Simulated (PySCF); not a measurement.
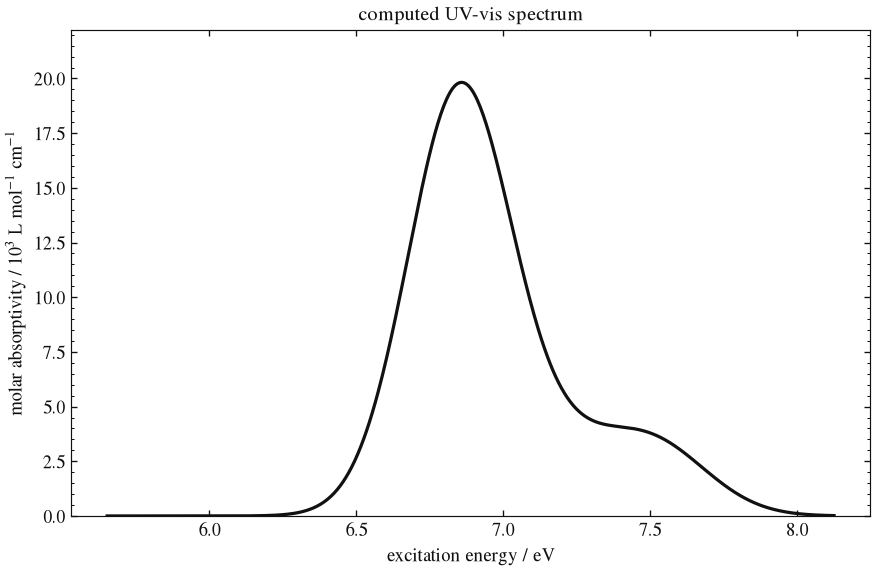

Vertical TDDFT excitations, B3LYP/def2-SVPD (IEF-PCM acetone) in PySCF, at a PBE0-D3(BJ)/def2-SVP geometry (no frequency check). The lowest 6 singlet states are shown; each is broadened by a Gaussian of 1/e half-width 0.25 eV.

Whose absorption spectrum is this?
A. C₄H₆F₃P, SMILES CC/C=P\C(F)(F)F
B. C₃H₉BF₃PSi, SMILES [BH3-][P@@H+]1[C@H]([SiH3])[C@H]1C(F)(F)F
C. C₆H₅F₃, SMILES C#C[C@H](C)C(F)=C(F)F

Option B. Its lowest singlet lies at 6.85 eV (f = 0.300) and the brightest of those computed is S1 at 6.85 eV (181 nm), f = 0.300, mainly HOMO → LUMO (93 %).

Note: core orbitals are frozen in the response.
